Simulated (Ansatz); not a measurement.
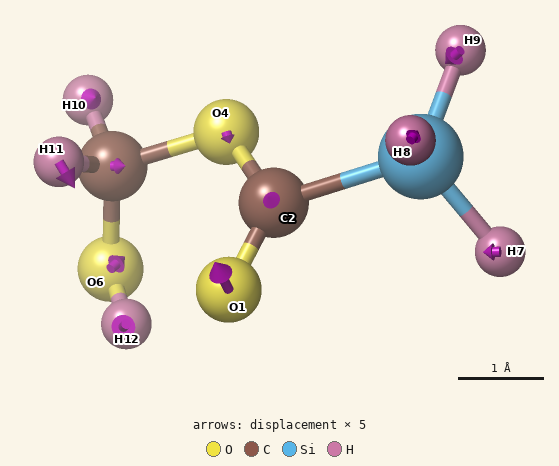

A relaxation of C2H6O3Si. The starting structure is drawn; purple arrows show the displacements, 5 times their true length. The two geometries are superimposed by the best rigid fit.

The picture is a ball-and-stick view, seen at a tilt.

The start comes from PBE-D4/def2-SVP.

These are results of RKS PBE0-D4/def2-TZVP in Ansatz, not measurements.

Input file:
```yaml
crystal:
  periodic: [false, false, false]
  atoms:
    - {symbol: O, position_ang: [-0.736761, -0.307757, 1.222505]}
    - {symbol: C, position_ang: [0.050928, -0.401468, 0.286994]}
    - {symbol: Si, position_ang: [1.054094, -2.024433, -0.048358]}
    - {symbol: O, position_ang: [0.291905, 0.597053, -0.585467]}
    - {symbol: C, position_ang: [-0.443488, 1.844959, -0.287364]}
    - {symbol: O, position_ang: [-1.805472, 1.689239, -0.317815]}
    - {symbol: H, position_ang: [0.054867, -3.134870, -0.188775]}
    - {symbol: H, position_ang: [1.906288, -2.260549, 1.164418]}
    - {symbol: H, position_ang: [1.909507, -1.922884, -1.276905]}
    - {symbol: H, position_ang: [-0.135820, 2.530773, -1.098387]}
    - {symbol: H, position_ang: [-0.050472, 2.196733, 0.694691]}
    - {symbol: H, position_ang: [-2.018576, 1.138104, 0.468662]}
basis:
  gaussian: {orbitals: def2-TZVP}
hamiltonian: {xc: pbe0, dispersion: d4}
relax: {f_tol: 0.005, max_steps: 150}
```

Q: Describe the change and its energy.

A: The energy falls by 0.068 eV in 7 accepted moves (8 points after the start). Largest force component: 1 eV/Å at the start, 0.0038 eV/Å at the end. The line search rejected the trial step at point 7 of the run. The largest move after the best rigid fit is that of O1, 0.11 Å. By element the largest moves are O 0.11 Å, H 0.10 Å, C 0.04 Å, Si 0.01 Å. Among the contacts that change: O4–C5 1.479 → 1.446 Å, O6–H12 0.984 → 0.965 Å, Si3–H7 1.500 → 1.482 Å, C5–H10 1.106 → 1.088 Å.
